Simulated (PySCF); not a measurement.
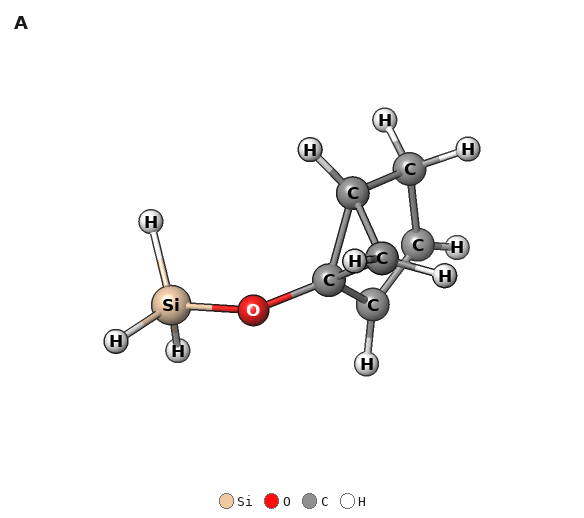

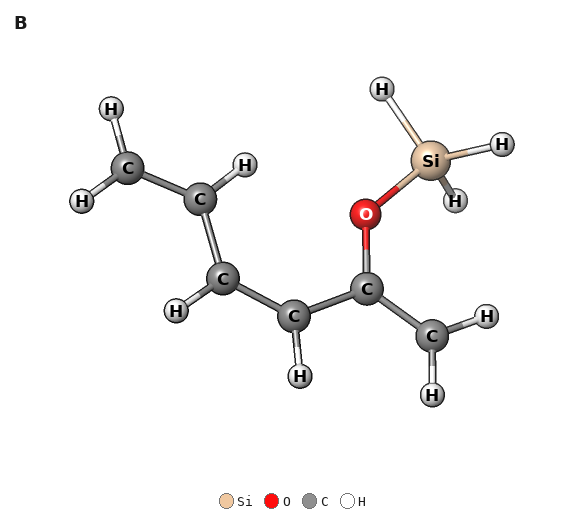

2 stationary structures of one formula. Geometries: GFN2-xTB. Electronic energies: PBE0/pcSseg-1 (PySCF 2.14.0), without zero-point energy. No frequency run is at hand to confirm each as a minimum. Each is one conformer, not always the lowest.

**How are they related?**

They are constitutional isomers of C6H10OSi: A `[SiH3]O[C@@]12C=CC[C@@H]1C2`, B `C=C/C=C\C(=C)O[SiH3]`.

**Rank them by energy, lowest first.**

A is lowest; B lies 6.8 kcal/mol above it.

The geometry is semi-empirical. Around Si such bond lengths and angles can be off by a tenth of an ångström or more and by several degrees, and values that hang on the shape move with them.
